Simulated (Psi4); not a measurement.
**AlH2O2F (SMILES [OH][Al]([OH])[F]): r2SCAN/def2-SVPD**

What is the vertical ionisation energy of AlH2O2F at r2SCAN/def2-SVPD? 

The results are computed with Psi4 1.11.

4 further runs of the same task are left out: 4 set aside as unsound or not needed.

## (1) The system as given

The species is AlH2O2F (6 atoms), meant as a singlet with charge 0. SMILES: `[OH][Al]([OH])[F]`. Geometry: relaxed at PBE0-D4/def2-TZVP. This is one conformer, not always the lowest.

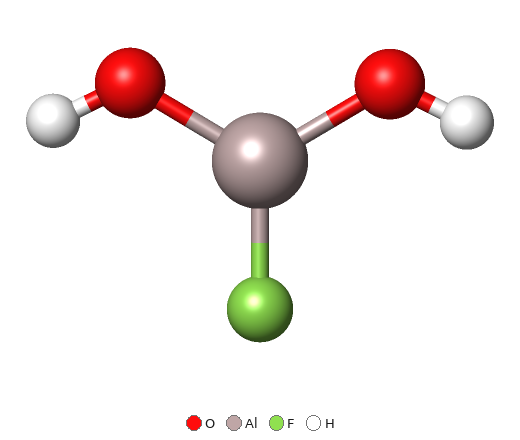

The structure, seen from a chosen angle (oxygen red, aluminium light grey, fluorine green, hydrogen white).

## (2) Energy and gradient at r2SCAN/def2-SVPD

The input, job.dat:

```
memory 1600 MB

molecule system {
  0 1
  O
  Al 1 r2
  O 2 r3 1 a3
  F 2 r4 1 a4 3 d4
  H 1 r5 2 a5 4 d5
  H 3 r6 2 a6 4 d6

  r2 = 1.679746
  r3 = 1.679812
  a3 = 118.5184
  r4 = 1.647414
  a4 = 120.74242
  d4 = 179.99465
  r5 = 0.955166
  a5 = 122.91636
  d5 = 0.00113
  r6 = 0.955183
  a6 = 122.91756
  d6 = 0.00204
  symmetry c1
}

set {
  basis                def2-SVPD
  puream               true
  e_convergence        1e-09
  d_convergence        1e-08
  scf_type             pk
  dft_radial_points    99
  dft_spherical_points 590
}

e, wfn = gradient("r2scan", return_wfn=True)
```

The run is started by

```sh
$ psi4 job.dat job.out -n 1
```

job.out, cut to the lines that bear on the results:

```text
[...]
  Running in c1 symmetry.
[...]
  Nuclear repulsion =  161.360133063861895
[...]
  Multiplicity = 1
[...]
  Nalpha       = 20
  Nbeta        = 20
[...]
    Number of basis functions: 109
[...]
   @RKS iter   1:  -493.20812702221377   -2.81833e-01   1.08415e-02 DIIS/ADIIS
[...]
   @RKS iter  11:  -493.72621171617777   -6.66205e-11   3.52933e-09 DIIS
[...]
    Orbital Energies [Eh]
    ---------------------
    Doubly Occupied:
       1A    -55.790240     2A    -24.474553     3A    -18.968340
       4A    -18.968297     5A     -4.102629     6A     -2.647191
       7A     -2.642076     8A     -2.639304     9A     -1.093378
      10A     -0.945137    11A     -0.937747    12A     -0.500993
      13A     -0.460718    14A     -0.422129    15A     -0.379071
      16A     -0.378808    17A     -0.327140    18A     -0.315823
      19A     -0.314601    20A     -0.299959
[...]
  @RKS Final Energy:  -493.72621171617777
   => Energetics <=
    Nuclear Repulsion Energy =            161.3601330638618947
    One-Electron Energy =               -1006.7219339168631222
    Two-Electron Energy =                 398.6807866602861168
    DFT Exchange-Correlation Energy =     -47.0451975234626687
    Empirical Dispersion Energy =           0.0000000000000000
    VV10 Nonlocal Energy =                  0.0000000000000000
    Total Energy =                       -493.7262117161777724
[...]
 Multipole Moments:
 ------------------------------------------------------------------------------------
     Multipole            Electronic (a.u.)      Nuclear  (a.u.)        Total (a.u.)
 ------------------------------------------------------------------------------------
 L = 1.  Multiply by 2.5417464519 to convert [e a0] to [Debye]
 Dipole X            :         -0.0000500            0.0000033           -0.0000468
 Dipole Y            :          2.2897205           -2.0439252            0.2457953
 Dipole Z            :          1.3615567           -1.2155264            0.1460303
 Magnitude           :                                                    0.2859024
[...]
  -Total Gradient:
     Atom            X                  Y                   Z
    ------   -----------------  -----------------  -----------------
       1        0.000001354620     0.002796213927     0.007494713331
       2       -0.000003979486     0.003895162513     0.002272328531
       3        0.000001740653     0.007891706510    -0.001117493025
       4        0.000000438578    -0.013317630377    -0.007919023732
       5        0.000000295157    -0.003253679773     0.004063444639
       6        0.000000149620     0.002011761982    -0.004780214498
[...]
```

Run time: 32 s. Hardware: 1 thread of Intel Xeon 6975P-C (Granite Rapids), shared host; peak memory 0.56 GiB.

## (3) The doublet cation

The input, job.json:

```json
{
  "schema_name": "qcschema_input",
  "schema_version": 1,
  "molecule": {
    "schema_name": "qcschema_molecule",
    "schema_version": 2,
    "symbols": ["O", "Al", "O", "F", "H", "H"],
    "geometry": [-1.08205718, 2.5088004, -1.28274609, -0.08598254, -0.27495515, -0.12755651, 1.99933024, -0.26380577, 2.26578162, -1.13100109, -2.95628755, -1.31506041, -2.26445882, 2.64089226, -2.64013637, 2.64391582, -1.77558667, 3.01222344],
    "molecular_charge": 1,
    "molecular_multiplicity": 2,
    "fix_symmetry": "c1",
    "fix_com": true,
    "fix_orientation": true
  },
  "driver": "gradient",
  "model": {
    "method": "r2scan",
    "basis": "def2-SVPD"
  },
  "keywords": {
    "reference": "uks",
    "puream": true,
    "e_convergence": 1e-09,
    "d_convergence": 1e-08,
    "scf_type": "pk",
    "dft_radial_points": 99,
    "dft_spherical_points": 590,
    "maxiter": 200
  }
}
```

The run is started by

```sh
$ psi4 --qcschema job.json -n 1 --memory 1600MB
```

stdout, cut to the lines that bear on the results:

```text
[...]
  Running in c1 symmetry.
[...]
  Nuclear repulsion =  161.360137329478221
[...]
  Multiplicity = 2
[...]
  Nalpha       = 20
  Nbeta        = 19
[...]
    Number of basis functions: 109
[...]
   @UKS iter   1:  -493.04568396357195   -1.19390e-01   7.67717e-03 ADIIS/DIIS
[...]
   @UKS iter  17:  -493.29774500522740   -2.27942e-11   4.91621e-09 DIIS
[...]
   @S^2 Observed:                7.592240928E-01
[...]
  @UKS Final Energy:  -493.29774500522740
   => Energetics <=
    Nuclear Repulsion Energy =            161.3601373294782206
    One-Electron Energy =                -995.8824885683782213
    Two-Electron Energy =                 387.9206093947179852
    DFT Exchange-Correlation Energy =     -46.6960031610453825
    Empirical Dispersion Energy =           0.0000000000000000
    VV10 Nonlocal Energy =                  0.0000000000000000
    Total Energy =                       -493.2977450052273980
[...]
 Multipole Moments:
 ------------------------------------------------------------------------------------
     Multipole            Electronic (a.u.)      Nuclear  (a.u.)        Total (a.u.)
 ------------------------------------------------------------------------------------
 L = 1.  Multiply by 2.5417464519 to convert [e a0] to [Debye]
 Dipole X            :          3.7495311           -3.5791414            0.1703897
 Dipole Y            :         11.7381893          -11.3557423            0.3824470
 Dipole Z            :          5.4212437           -5.2574070            0.1638367
 Magnitude           :                                                    0.4496008
[...]
  -Total Gradient:
     Atom            X                  Y                   Z
    ------   -----------------  -----------------  -----------------
       1       -0.004121786659    -0.031462018283    -0.004590245844
       2        0.018838200899     0.048377494155     0.021405557621
       3       -0.016166109826    -0.020602802744    -0.018459897056
       4       -0.002205901166    -0.005653123515    -0.002503338607
       5        0.015238833864    -0.007356114201     0.017517807972
       6       -0.011561163101     0.016753524435    -0.013344805695
[...]
```

The result, in JSON:

```text
{
 "driver": "gradient",
 "model": {
  "method": "r2scan",
  "basis": "def2-SVPD"
 },
 "success": true,
 "return_result": [-0.00412178665913282, -0.031462018282685716, -0.004590245844449864, 0.018838200898739874, 0.048377494154923276, 0.021405557620597433, -0.01616610982642431, -0.02060280274362364, -0.018459897055598633, -0.0022059011656841154, -0.005653123514599068, -0.0025033386069005514, 0.015238833864036239, -0.007356114201023209, 0.017517807972395882, -0.011561163101159178, 0.01675352443474043, -0.013344805694933487],
 "properties": {
  "calcinfo_nbasis": 109,
  "calcinfo_nmo": 109,
  "calcinfo_nalpha": 20,
  "calcinfo_nbeta": 19,
  "calcinfo_natom": 6,
  "nuclear_repulsion_energy": 161.36013732947822,
  "return_energy": -493.2977450052274,
  "return_gradient": [-0.00412178665913282, -0.031462018282685716, -0.004590245844449864, 0.018838200898739874, 0.048377494154923276, 0.021405557620597433, -0.01616610982642431, -0.02060280274362364, -0.018459897055598633, -0.0022059011656841154, -0.005653123514599068, -0.0025033386069005514, 0.015238833864036239, -0.007356114201023209, 0.017517807972395882, -0.011561163101159178, 0.01675352443474043, -0.013344805694933487],
  "scf_one_electron_energy": -995.8824885683782,
  "scf_two_electron_energy": 387.920609394718,
  "scf_xc_energy": -46.69600316104538,
  "scf_dipole_moment": [0.17038972945589492, 0.3824470342024906, 0.1638367248219561],
  "scf_total_energy": -493.2977450052274,
  "scf_total_gradient": [-0.00412178665913282, -0.031462018282685716, -0.004590245844449864, 0.018838200898739874, 0.048377494154923276, 0.021405557620597433, -0.01616610982642431, -0.02060280274362364, -0.018459897055598633, -0.0022059011656841154, -0.005653123514599068, -0.0025033386069005514, 0.015238833864036239, -0.007356114201023209, 0.017517807972395882, -0.011561163101159178, 0.01675352443474043, -0.013344805694933487],
  "scf_iterations": 17
 }
}
```

It took 61 s on 1 thread of Intel Xeon 6975P-C (Granite Rapids), shared host; peak memory 0.57 GiB.

## (4) Outcome

At r2SCAN/def2-SVPD:

| quantity | value |
| --- | --- |
| singlet AlH2O2F: total energy | -493.72621 Eh |
| singlet AlH2O2F: dipole moment | 0.73 D |
| singlet AlH2O2F: HOMO energy | -8.16 eV |
| singlet AlH2O2F: LUMO energy | -1.28 eV |
| singlet AlH2O2F: HOMO–LUMO gap | 6.88 eV |
| singlet AlH2O2F: largest force on an atom | 0.797 eV/Å |
| doublet cation: total energy | -493.29775 Eh |
| doublet cation: HOMO energy (highest over α and β) | -15.35 eV |
| doublet cation: LUMO energy (lowest over α and β) | -15.13 eV |
| doublet cation: ⟨S²⟩ | 0.759 |
| doublet cation: largest force on an atom | 2.888 eV/Å |
| vertical ionisation energy (to the doublet cation) | 11.659 eV |

What this shows: The vertical ionisation energy comes to 11.66 eV (269 kcal/mol). The largest force (singlet AlH2O2F) is 0.80 eV/Å: the shape isn't a stationary point for this species at this level. −ε(HOMO) before ionisation, 8.16 eV, is 3.50 eV below this ionisation energy.
